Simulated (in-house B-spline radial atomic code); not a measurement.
**Mo¹²⁺: ionisation energy by several methods**

Aim: the ionisation energy of Mo¹²⁺ by several methods, each as the difference of two self-consistent energies (Mo¹²⁺ and the next ion, [Ar] 3d10 4s1).

Program: in-house B-spline radial atomic code version 1. Level of theory: Dirac-Coulomb, several functionals; spherical all-electron atom at the radial basis limit. These are calculated values, not measurements, unless marked.

## 1. The atom as given

- element: molybdenum (Z = 42)
- charge: +12
- electrons: 30
- configuration: [Ar] 3d10 4s2
- nucleus: Fermi, rms radius 4.409 fm

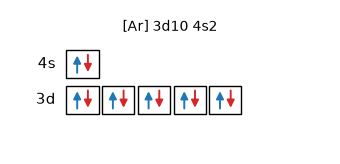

Outer shells as boxes.

## 2. relativistic LDA

Settings of the run:

```ini
Z = 42
electrons = 30.0
configuration = [Ar] 3d10 4s2
hamiltonian = dirac
method = lda_x_rel,vwn
spin_polarised = False
nucleus = fermi
rms_radius = 4.4091
mass_number = 98
atomic_mass = 97.905403609
speed_of_light = 137.035999084
```

## 3. LDA (PW92)

Settings: those of step 2 with these lines changed.

```diff
@@ -4,3 +4,3 @@
 hamiltonian = dirac
-method = lda_x_rel,vwn
+method = lda,pw
 spin_polarised = False
```

## 4. BP86

Settings: those of step 3 with these lines changed.

```diff
@@ -4,3 +4,3 @@
 hamiltonian = dirac
-method = lda,pw
+method = b88,p86
 spin_polarised = False
```

The tabulated ionisation energy is 279.1 ± 0.5 eV (semi-empirical; NIST Atomic Spectra Database). What does each method give, and which comes nearest?

The runs gave:

| method | rung | total energy (hartree) | ΔSCF (eV) | −ε highest (eV) | ΔSCF less tabulated (eV) |
| --- | --- | --- | --- | --- | --- |
| relativistic LDA | LDA | -3993.4154 | 281.51 | 270.16 (4s1/2) | +2.41 |
| LDA (PW92) | LDA | -3998.1397 | 281.80 | 270.44 (4s1/2) | +2.70 |
| BP86 | GGA | -4003.2900 | 281.26 | 270.03 (4s1/2) | +2.16 |

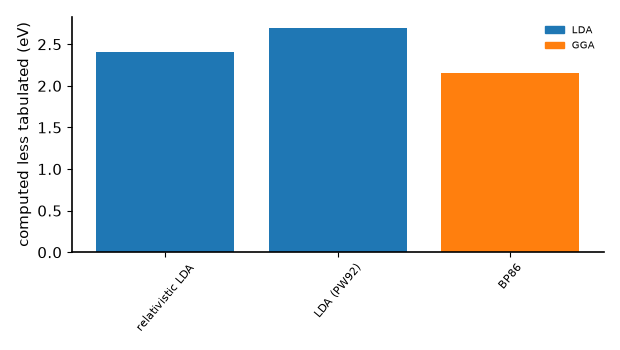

Error of each method against the tabulated value; one colour a rung.

The tabulated ionisation energy is 279.1 ± 0.5 eV (semi-empirical; NIST Atomic Spectra Database). BP86 comes nearest (+2.16 eV) and LDA (PW92) is farthest (+2.70 eV, 0.97 %). All methods miss on the same side by much the same amount, which points to something that they share. Open shells are averaged (over orientations, and over spins where the run is restricted), while tables refer to the lowest levels. For the semilocal functionals minus the highest level recovers only 96 % of their own ΔSCF value, a mark of self-interaction.

Members of this set that are not shown: 1 used exact exchange with fractional occupations of an open shell, which is unsound here.
